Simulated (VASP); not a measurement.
Band structure of La2GeI2 (space group P-3m1). Computed with PBEsol GGA, VASP's PBE PAW potentials (set 64) (plane waves; VASP).

Unless said otherwise, spin-orbit coupling is left out, though it shifts the bands of the heavy elements here.

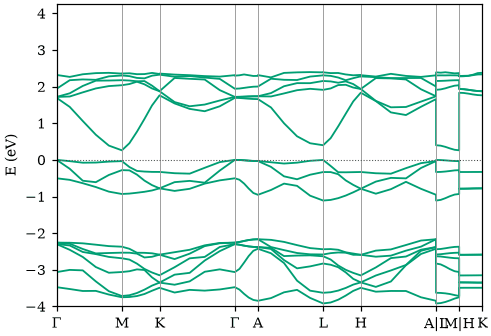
Figure. Bands along high-symmetry lines, zero at the valence-band maximum or, without a gap, the Fermi level

**Question.** Read the plot: is there a gap, and where are the band edges?

**Answer.** The gap is indirect, 0.26 eV, from the valence maximum at Γ to the conduction minimum at M.

The structure comes from a measured La2GeI2 entry of the Crystallography Open Database, whose conditions weren't checked. The cell was not relaxed at this level.
